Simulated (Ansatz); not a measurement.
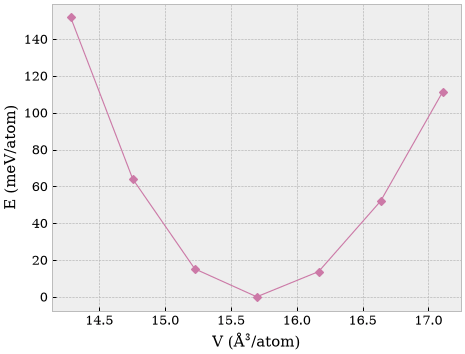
W (bcc (W type), Im-3m) under volume change, DFT-PBEsol in the program Ansatz with PAW potentials, scaled uniformly.

Question: What does a third-order Birch–Murnaghan fit give for V₀, B₀ and B′?

Answer: V₀ = 15.70 Å³/atom, B₀ = 324 GPa, B′ = 4.1.

The cell was relaxed with PBEsol under the symmetry of its start. No spin polarisation was allowed. Scalar-relativistic: spin–orbit coupling is off unless named, which matters more the heavier the elements.

Potentials: the earlier of the program's two PAW sets. The files were generated under PBE; for other functionals the program regenerates the frozen cores, and for LDA and PBEsol the local potential too.
